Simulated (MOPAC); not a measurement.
Geometry relaxation of CH6F2Si2 (charge +1) (part 1 of 4)

The run: geometry relaxation of CH6F2Si2, charge +1, multiplicity 2. Method and program: PM6-D3, unrestricted, dispersion D3 (MOPAC 23.2.5).

The starting geometry was optimised with PM6-D3.

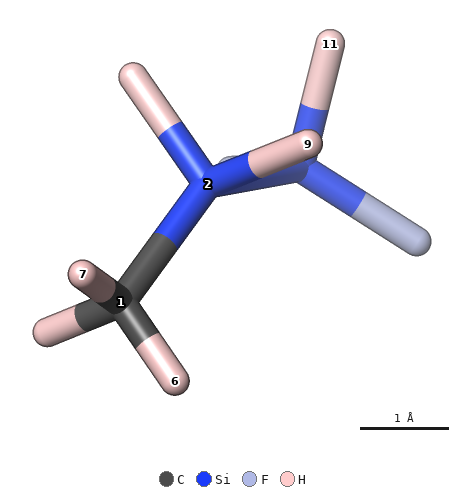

Fig. 1: The structure as given in the input (stick view, seen at a tilt; atoms are numbered from 1 in the order of the input). Bond lengths as drawn: C–H 1.10 Å, C–Si 1.85 Å, F–Si 1.58 Å, H–Si 1.48 to 1.51 Å and Si–Si 1.98 Å.

Input file (ch6f2si2.mop):
```
DOUBLET UHF CYCLES=300 CHARGE=1 GNORM=0.05 DISP PM6-D3 AUX(PRECISION=6) THREADS=1
CH6F2Si2 optimise

C     -1.051572 1     1.281553 1     0.956461 1
Si     0.252205 1     0.066506 1     0.452761 1
Si     0.590596 1    -1.080712 1    -1.125876 1
F     -0.409908 1    -2.274119 1    -1.412376 1
F      0.936740 1    -0.377989 1    -2.501951 1
H     -2.053225 1     0.823408 1     1.000316 1
H     -0.858260 1     1.714995 1     1.950385 1
H     -1.128258 1     2.126428 1     0.252596 1
H      0.346958 1    -1.085557 1     1.418271 1
H      1.616234 1     0.702155 1     0.391797 1
H      1.832379 1    -1.621380 1    -0.532230 1
```

Run as:
```bash
mopac ch6f2si2.mop
```

What the program printed:
```
MOPAC v23.2.5
PM6-D3 CALCULATION RESULTS

 *  PM6-D3     - CORRECT DISPERSION USING D3 METHOD
 *  DOUBLET    - SPIN STATE DEFINED AS A DOUBLET
 *  UHF        - UNRESTRICTED HARTREE-FOCK CALCULATION
 *
 *
 *
 *                 CHARGE ON SYSTEM = +1
 *
 *
 *
 *  THREADS=1  - MULTI-THREADING NOT USED
 *  CYCLES=    - DO A MAXIMUM OF 300 STEPS
 *  GNORM      - EXIT WHEN GRADIENT NORM DROPS BELOW 0.050
 *  AUX        - OUTPUT AUXILIARY INFORMATION
 *  DISP       - PRINT DISPERSION AND HYDROGEN BOND ENERGIES
DOUBLET UHF CYCLES=300 CHARGE=1 GNORM=0.05 DISP PM6-D3 AUX(PRECISION=6) THREADS=1
 CH6F2Si2 optimise

   ATOM   CHEMICAL          X               Y               Z
  NUMBER   SYMBOL      (ANGSTROMS)     (ANGSTROMS)     (ANGSTROMS)

     1       C         -1.05157200  *   1.28155300  *   0.95646100  *
     2      Si          0.25220500  *   0.06650600  *   0.45276100  *
     3      Si          0.59059600  *  -1.08071200  *  -1.12587600  *
     4       F         -0.40990800  *  -2.27411900  *  -1.41237600  *
     5       F          0.93674000  *  -0.37798900  *  -2.50195100  *
     6       H         -2.05322500  *   0.82340800  *   1.00031600  *
     7       H         -0.85826000  *   1.71499500  *   1.95038500  *
     8       H         -1.12825800  *   2.12642800  *   0.25259600  *
     9       H          0.34695800  *  -1.08555700  *   1.41827100  *
    10       H          1.61623400  *   0.70215500  *   0.39179700  *
    11       H          1.83237900  *  -1.62138000  *  -0.53223000  *

          CARTESIAN COORDINATES

    NO.       ATOM           X           Y           Z

     1         C         -1.0516      1.2816      0.9565
     2        Si          0.2522      0.0665      0.4528
     3        Si          0.5906     -1.0807     -1.1259
     4         F         -0.4099     -2.2741     -1.4124
     5         F          0.9367     -0.3780     -2.5020
     6         H         -2.0532      0.8234      1.0003
     7         H         -0.8583      1.7150      1.9504
     8         H         -1.1283      2.1264      0.2526
     9         H          0.3470     -1.0856      1.4183
    10         H          1.6162      0.7022      0.3918
    11         H          1.8324     -1.6214     -0.5322

           Empirical Formula: C H6 Si2 F2  =    11 atoms

      MOLECULAR POINT GROUP   :   Cs

 DOUBLET STATE CALCULATION

          UHF CALCULATION, NO. OF ALPHA ELECTRONS =   16
                           NO. OF BETA  ELECTRONS =   15

          Geometry optimization using EF

          DIAGONAL MATRIX USED AS START HESSIAN
```

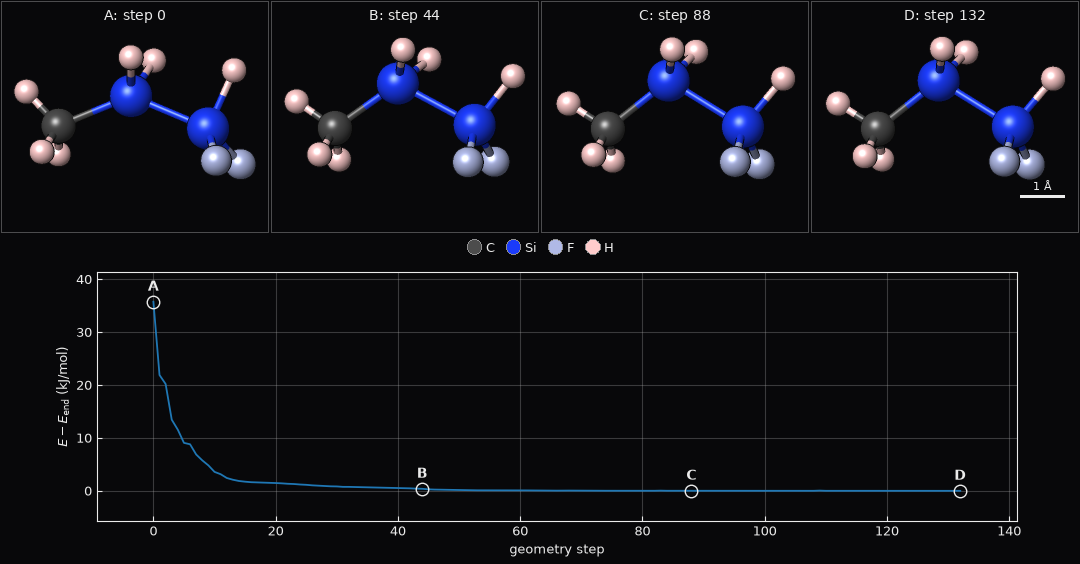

Fig. 2: Frames of the relaxation (ball-and-stick view, seen at a tilt) above the curves, on which the letters mark them (steps are counted from 0).

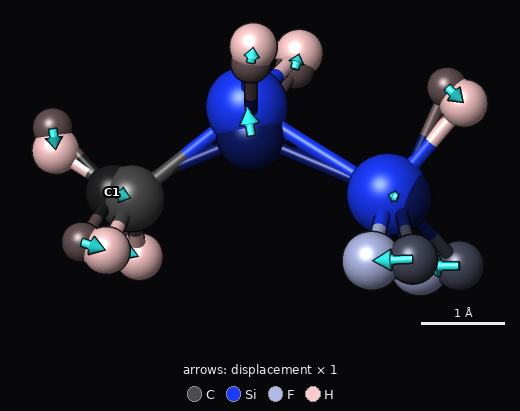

Fig. 3: Start (faint) and end (solid) with the displacements as teal arrows, at true length (ball-and-stick view, seen at a tilt). The two geometries are laid on each other by the best rigid fit. Over 132 geometry steps the energy falls by 35.7 kJ/mol. The largest force component goes from 2.1 to 0.001 eV/Å. F4 moves most after the best rigid fit: 0.51 Å. By element the largest moves are F 0.51 Å, Si 0.36 Å, H 0.35 Å, C 0.23 Å. Distances before and after: Si2–Si3 1.981 → 2.065 Å, C1–Si2 1.852 → 1.817 Å, Si2–H10 1.506 → 1.488 Å, Si3–F4 1.583 → 1.566 Å. Among the angles that change: C1–Si2–Si3 135.8° → 111.0°, H9–Si2–H10 107.0° → 116.3°, Si2–Si3–F4 118.2° → 109.5°. (Atoms are counted from 1 in the order of the input.)

```
 CYCLE:     1 TIME:   0.031 TIME LEFT:  2.00D  GRAD.:    78.762 HEAT: -1.969558
 CYCLE:     2 TIME:   0.023 TIME LEFT:  2.00D  GRAD.:    42.808 HEAT: -5.280553
 CYCLE:     3 TIME:   0.012 TIME LEFT:  2.00D  GRAD.:    51.665 HEAT: -5.685893
 CYCLE:     4 TIME:   0.012 TIME LEFT:  2.00D  GRAD.:    21.678 HEAT: -7.298446
 CYCLE:     5 TIME:   0.012 TIME LEFT:  2.00D  GRAD.:    22.183 HEAT: -7.753910
 CYCLE:     6 TIME:   0.012 TIME LEFT:  2.00D  GRAD.:    19.600 HEAT: -8.345803
 CYCLE:     7 TIME:   0.012 TIME LEFT:  2.00D  GRAD.:    31.520 HEAT: -8.409758
 CYCLE:     8 TIME:   0.012 TIME LEFT:  2.00D  GRAD.:    19.734 HEAT: -8.871606
 CYCLE:     9 TIME:   0.012 TIME LEFT:  2.00D  GRAD.:    12.492 HEAT: -9.137502
 CYCLE:    10 TIME:   0.012 TIME LEFT:  2.00D  GRAD.:     8.706 HEAT: -9.364158
[... 113 lines of further cycles ...]
 CYCLE:   124 TIME:   0.008 TIME LEFT:  2.00D  GRAD.:     0.198 HEAT: -10.51218
 CYCLE:   125 TIME:   0.008 TIME LEFT:  2.00D  GRAD.:     0.226 HEAT: -10.51222
 CYCLE:   126 TIME:   0.008 TIME LEFT:  2.00D  GRAD.:     0.292 HEAT: -10.51239
 CYCLE:   127 TIME:   0.008 TIME LEFT:  2.00D  GRAD.:     0.246 HEAT: -10.51256
 CYCLE:   128 TIME:   0.008 TIME LEFT:  2.00D  GRAD.:     0.441 HEAT: -10.51250
 CYCLE:   129 TIME:   0.008 TIME LEFT:  2.00D  GRAD.:     0.082 HEAT: -10.51276
 CYCLE:   130 TIME:   0.008 TIME LEFT:  2.00D  GRAD.:     0.315 HEAT: -10.51241
 CYCLE:   131 TIME:   0.008 TIME LEFT:  2.00D  GRAD.:     0.211 HEAT: -10.51245
 CYCLE:   132 TIME:   0.008 TIME LEFT:  2.00D  GRAD.:     0.678 HEAT: -10.51215
 CYCLE:   133 TIME:   0.008 TIME LEFT:  2.00D  GRAD.:     0.048 HEAT: -10.51258

     GRADIENT =  0.04822 IS LESS THAN CUTOFF =  0.05000

 -------------------------------------------------------------------------------
 DOUBLET UHF CYCLES=300 CHARGE=1 GNORM=0.05 DISP PM6-D3 AUX(PRECISION=6) THREADS=1
 CH6F2Si2 optimise

     GEOMETRY OPTIMISED USING EIGENVECTOR FOLLOWING (EF).
     SCF FIELD WAS ACHIEVED

                              PM6-D3 CALCULATION

          FINAL HEAT OF FORMATION =        -10.51258 KCAL/MOL =     -43.98462 KJ/MOL

          TOTAL ENERGY            =     -29707.44011 KCAL/MOL = ELECTRONIC ENERGY + CORE-CORE REPULSION
          ENERGY OF ATOMS         =      29698.76701 KCAL/MOL
                              SUM =         -8.67310 KCAL/MOL
          DISPERSION ENERGY       =         -1.82518 KCAL/MOL
          H-BOND ENERGY           =         -0.01429 KCAL/MOL
                              SUM =        -10.51258 KCAL/MOL = FINAL HEAT OF FORMATION

          TOTAL ENERGY            =      -1288.23653 EV
          ELECTRONIC ENERGY       =      -3343.65233 EV
          CORE-CORE REPULSION     =       2055.41580 EV
          COSMO AREA              =        134.60 SQUARE ANGSTROMS
          COSMO VOLUME            =        131.16 CUBIC ANGSTROMS

          GRADIENT NORM           =          0.04822          =       0.01454 PER ATOM
          IONIZATION POTENTIAL    =         13.581030 EV
          ALPHA SOMO LUMO (EV)    =        -13.581 -5.526
          BETA  SOMO LUMO (EV)    =        -15.866 -7.811
          NO. OF ALPHA ELECTRONS  =         16
          NO. OF BETA  ELECTRONS  =         15
          MOLECULAR WEIGHT        =        112.2262         POINT GROUP:  Cs

          MOLECULAR DIMENSIONS (Angstroms)

            Atom       Atom       Distance
            H    11    H     7     5.13793
            H     9    F     5     3.78063
            H    10    F     4     3.76260

          SCF CALCULATIONS        =        145

          WALL-CLOCK TIME         =      1.574 SECONDS
          COMPUTATION TIME        =      1.442 SECONDS

   ATOM   CHEMICAL          X               Y               Z
  NUMBER   SYMBOL      (ANGSTROMS)     (ANGSTROMS)     (ANGSTROMS)

     1       C         -1.01871874  *   1.06528951  *   0.61629904  *
     2      Si          0.46521363  *   0.01623021  *   0.63478084  *
     3      Si          0.61408160  *  -1.08729304  *  -1.10474197  *
     4       F         -0.61195331  *  -2.05435813  *  -1.21724110  *
     5       F          0.78264973  *  -0.12434872  *  -2.32776791  *
     6       H         -1.99615440  *   0.53625114  *   0.57338487  *
     7       H         -1.08385248  *   1.67166086  *   1.55198641  *
     8       H         -1.07965212  *   1.82328394  *  -0.19535083  *
     9       H          0.46148764  *  -1.21207633  *   1.47341622  *
    10       H          1.79060864  *   0.64908020  *   0.39788877  *
    11       H          1.84777927  *  -1.81677641  *  -0.82175664  *

                             CARTESIAN COORDINATES

   1    C       -1.018718743     1.065289512     0.616299044
   2   Si        0.465213633     0.016230208     0.634780836
   3   Si        0.614081598    -1.087293037    -1.104741969
   4    F       -0.611953309    -2.054358133    -1.217241098
   5    F        0.782649727    -0.124348718    -2.327767912
   6    H       -1.996154395     0.536251142     0.573384866
   7    H       -1.083852481     1.671660857     1.551986415
   8    H       -1.079652120     1.823283936    -0.195350830
   9    H        0.461487636    -1.212076330     1.473416218
  10    H        1.790608641     0.649080200     0.397888769
  11    H        1.847779274    -1.816776413    -0.821756642

           Empirical Formula: C H6 Si2 F2  =    11 atoms

      MOLECULAR POINT GROUP   :   Cs

          ALPHA EIGENVALUES
 -45.49770 -45.19964 -29.58802 -24.72597 -21.40255 -20.58130 -20.27874 -20.21366
 -20.06228 -19.76782 -18.31945 -18.28441 -17.79733 -16.48653 -16.16564 -13.58103
  -5.52614  -5.05608  -4.11937  -3.91165  -3.66518  -3.49130  -3.14292  -3.01585
  -2.56726  -2.54884  -2.42418  -1.68255  -1.26775  -0.49252  -0.42019   0.00366
   0.02024   1.10725   1.27005   2.54696

           BETA EIGENVALUES
 -45.45329 -45.15057 -29.50410 -24.40656 -21.25882 -20.60069 -20.24778 -20.21192
 -20.05680 -19.78752 -18.27810 -18.18036 -17.07456 -16.22948 -15.86630  -7.81053
  -5.42948  -4.90385  -4.21718  -3.75702  -3.57139  -3.32338  -3.18968  -2.97457
  -2.52624  -2.52438  -2.41136  -1.50902  -1.04043  -0.38910  -0.27817   0.11542
   0.45927   1.13875   1.27944   2.56010

              NET ATOMIC CHARGES AND DIPOLE CONTRIBUTIONS

  ATOM NO.   TYPE          CHARGE      No. of ELECS.   s-Pop       p-Pop       d-Pop
    1          C          -0.902336        4.9023     1.09916     3.80318
    2         Si           0.785782        3.2142     1.11700     1.51710     0.58011
    3         Si           0.928077        3.0719     1.03238     0.91366     1.12588
    4          F          -0.287716        7.2877     1.92865     5.35907
    5          F          -0.288014        7.2880     1.92867     5.35935
    6          H           0.244687        0.7553     0.75531
    7          H           0.245211        0.7548     0.75479
    8          H           0.244705        0.7553     0.75530
    9          H          -0.007903        1.0079     1.00790
   10          H          -0.007686        1.0077     1.00769
   11          H           0.045194        0.9548     0.95481
 DIPOLE           X         Y         Z       TOTAL
 POINT-CHG.     3.187     0.418     4.728     5.717
 HYBRID        -1.761     1.243    -0.044     2.156
 SUM            1.426     1.662     4.684     5.170

          ATOMIC ORBITAL ELECTRON POPULATIONS

     Atom    s        px        py        pz      x^2-y^2     xz        z^2       yz        xy
    1  C   1.09916   1.29857   1.27017   1.23444
    2 Si   1.11700   0.55843   0.54387   0.41480   0.15905   0.03285   0.09123   0.15862   0.13835
    3 Si   1.03238   0.36800   0.29486   0.25081   0.18450   0.14345   0.21623   0.28329   0.29841
    4  F   1.92865   1.73964   1.76036   1.85907
    5  F   1.92867   1.85538   1.77644   1.72752
    6  H   0.75531
    7  H   0.75479
    8  H   0.75530
    9  H   1.00790
   10  H   1.00769
   11  H   0.95481

                    (SZ)    =    0.500000
                    (S**2)  =    0.755001

          ATOMIC ORBITAL SPIN POPULATIONS

    Atom   Total    s     px     py     pz   x^2-y^2  xz     z^2    yz     xy
         Atomic
    1  C  0.0606  0.011  0.018  0.023  0.009
    2 Si  0.2969  0.001 -0.001  0.012  0.138  0.005 -0.002  0.067  0.076  0.001
    3 Si  0.3564  0.045  0.041  0.057  0.023  0.022  0.020  0.042  0.108 -0.002
    4  F  0.0170  0.001 -0.001  0.018 -0.000
    5  F  0.0169  0.001  0.003 -0.003  0.016
    6  H -0.0017 -0.002
    7  H  0.0062  0.006
    8  H -0.0016 -0.002
    9  H  0.0429  0.043
   10  H  0.0441  0.044
   11  H  0.1622  0.162

 *                    *
 * JOB ENDED NORMALLY *
 *                    *

 TOTAL JOB TIME:             1.58 SECONDS

 == MOPAC DONE ==
```

Trajectory as extended XYZ (Å, eV, eV/Å), 72 of the 133 frames kept, from step=0 to step=132:
```
11
Properties=species:S:1:pos:R:3:forces:R:3 step=0 energy=-0.08541
C    -1.0516    1.2816    0.9565    0.4420  -0.9703  -1.1436
Si    0.2522    0.0665    0.4528    0.0827   1.1351   2.0790
Si    0.5906   -1.0807   -1.1259    0.2547  -0.8396  -1.1446
F    -0.4099   -2.2741   -1.4124    0.1771   0.4852   0.2865
F     0.9367   -0.3780   -2.5020   -0.1685  -0.0011   0.5644
H    -2.0532    0.8234    1.0003   -0.2427   0.0977   0.1347
H    -0.8583    1.7150    1.9504    0.1100   0.0330   0.1941
H    -1.1283    2.1264    0.2526   -0.1246   0.2624   0.0380
H     0.3470   -1.0856    1.4183   -0.2669  -0.1844  -0.4366
H     1.6162    0.7022    0.3918   -0.1711  -0.0500  -0.5134
H     1.8324   -1.6214   -0.5322   -0.0926   0.0320  -0.0585
11
Properties=species:S:1:pos:R:3:forces:R:3 step=2 energy=-0.24656
C    -1.0529    1.2581    0.9153   -0.2626   0.0850  -0.8673
Si    0.2662    0.0965    0.5618    0.7624  -0.0981  -0.5685
Si    0.5982   -1.1176   -1.1480    0.3092   0.7917  -0.4701
F    -0.4147   -2.2591   -1.4174   -0.2106  -0.0703   0.1680
F     0.9280   -0.3654   -2.5177   -0.2398  -0.1962   0.8405
H    -2.0652    0.8282    0.9957   -0.2655   0.0179  -0.0480
H    -0.8588    1.7034    1.8865    0.0879   0.3874   0.8087
H    -1.1357    2.1444    0.2324   -0.0912  -0.2109   0.0773
H     0.3339   -1.1027    1.3777   -0.1738  -0.5536   0.2564
H     1.6073    0.7025    0.3250   -0.0631   0.0482  -0.1976
H     1.8240   -1.6181   -0.5631    0.1471  -0.2011   0.0006
11
Properties=species:S:1:pos:R:3:forces:R:3 step=4 energy=-0.33624
C    -1.0559    1.2429    0.8900    0.0810   0.4132  -0.0891
Si    0.2891    0.0846    0.5310   -0.0623  -0.2671   0.2947
Si    0.6004   -1.1061   -1.1427    0.0266   0.0432   0.2050
F    -0.4258   -2.2496   -1.4021   -0.1140   0.0562   0.1370
F     0.9194   -0.3485   -2.4607   -0.0485   0.2150  -0.0540
H    -2.0801    0.8302    0.9759   -0.0227   0.0167  -0.0721
H    -0.8599    1.7027    1.9036   -0.0546  -0.1182  -0.2010
H    -1.1441    2.1439    0.2178   -0.0334  -0.3901   0.1870
H     0.3209   -1.1514    1.3930   -0.0662   0.1265  -0.2696
H     1.6045    0.7069    0.2551    0.1290   0.0745  -0.1541
H     1.8268   -1.6352   -0.5827    0.1652  -0.1699   0.0162
11
Properties=species:S:1:pos:R:3:forces:R:3 step=6 energy=-0.36468
C    -1.0484    1.2295    0.8651   -0.1462  -0.2183  -0.4647
Si    0.3056    0.0592    0.5359   -0.0883   0.3637  -0.1659
Si    0.6082   -1.0968   -1.1326    0.2203  -0.3603   0.6740
F    -0.4419   -2.2299   -1.3623   -0.0824   0.1105   0.0394
F     0.9073   -0.3066   -2.4158    0.0159   0.3283  -0.4701
H    -2.0947    0.8362    0.9071    0.2371  -0.0307   0.0313
H    -0.8653    1.6847    1.8495   -0.0167   0.1591   0.4431
H    -1.1576    2.1121    0.1945    0.0941  -0.1086  -0.0636
H     0.3013   -1.2016    1.3291    0.0629  -0.0221  -0.0044
H     1.6084    0.7143    0.1208   -0.2020  -0.2210   0.1033
H     1.8444   -1.6843   -0.5992   -0.0948  -0.0006  -0.1224
11
Properties=species:S:1:pos:R:3:forces:R:3 step=7 energy=-0.38471
C    -1.0493    1.2184    0.8539    0.0601   0.3000   0.0186
Si    0.3087    0.0607    0.5367   -0.1723   0.4177  -0.1893
Si    0.6161   -1.1004   -1.1073    0.0756  -0.0703  -0.2277
F    -0.4509   -2.2248   -1.3593    0.0497   0.2240   0.1032
F     0.9035   -0.2924   -2.4259   -0.1177  -0.0386   0.1779
H    -2.0902    0.8378    0.8957    0.0470  -0.1224   0.0373
H    -0.8659    1.6825    1.8636   -0.1127  -0.0712  -0.1239
H    -1.1576    2.1054    0.1772    0.1251  -0.2251   0.0593
H     0.2989   -1.2080    1.3054    0.0808  -0.1261   0.0729
H     1.6059    0.7052    0.1043   -0.1192  -0.1937   0.0914
H     1.8459   -1.6962   -0.6130    0.0836  -0.0942  -0.0195
11
Properties=species:S:1:pos:R:3:forces:R:3 step=9 energy=-0.40607
C    -1.0475    1.2224    0.8570   -0.0915  -0.0126  -0.0021
Si    0.2996    0.0700    0.5180   -0.1034  -0.0260   0.0488
Si    0.6272   -1.1128   -1.1096    0.1471   0.1019  -0.0029
F    -0.4532   -2.2115   -1.3458   -0.1152   0.0164   0.0226
F     0.8992   -0.2843   -2.4119   -0.0835  -0.0024   0.0309
H    -2.0847    0.8228    0.9007    0.0567  -0.0630   0.0348
H    -0.8719    1.6747    1.8650   -0.0832   0.0481   0.0021
H    -1.1521    2.0857    0.1694    0.0482   0.0744  -0.0529
H     0.3023   -1.2145    1.2876    0.0394   0.0202  -0.0464
H     1.6027    0.6835    0.1175    0.0658  -0.0491  -0.0013
H     1.8532   -1.7157   -0.6263    0.1197  -0.1079  -0.0336
```
